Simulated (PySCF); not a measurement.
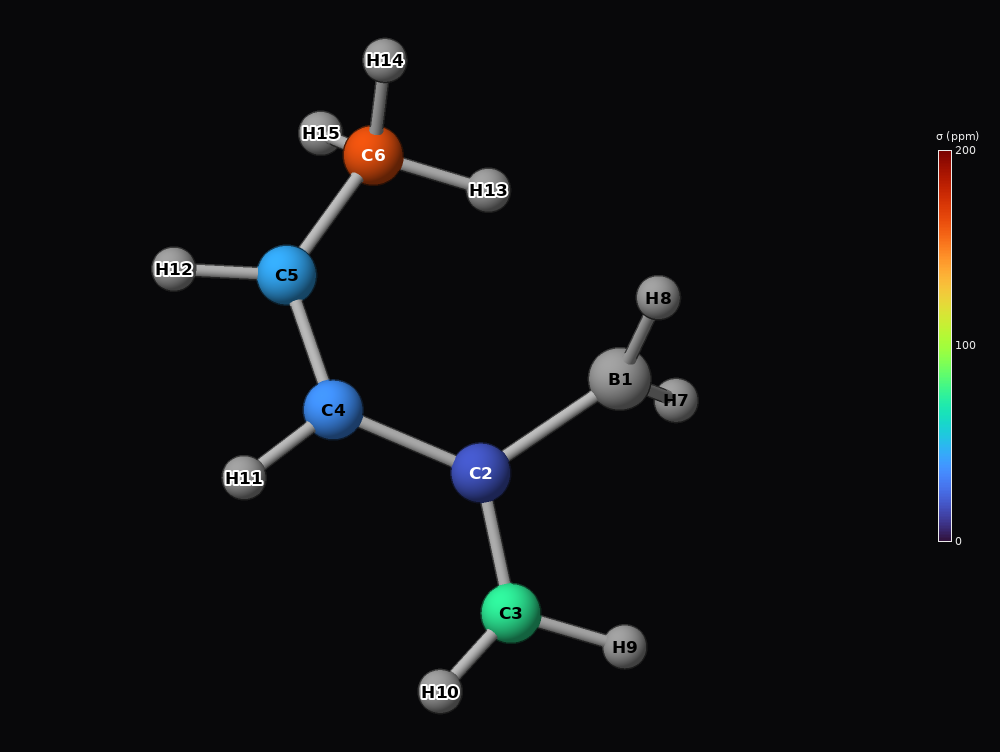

Atoms are coloured by their isotropic NMR shieldings (C only, the others grey). Geometry: a frame of a GFN2-xTB molecular-dynamics simulation, not a minimum. Method: GIAO PBE0/pcSseg-1 NMR shielding, non-relativistic, gas phase (PySCF 2.14.0).

List the isotropic NMR shieldings of the C atoms.

```json
{"atom": "C2", "σ (ppm)": "20.1"}
{"atom": "C3", "σ (ppm)": "74.8"}
{"atom": "C4", "σ (ppm)": "38.2"}
{"atom": "C5", "σ (ppm)": "44.8"}
{"atom": "C6", "σ (ppm)": "161.9"}
```
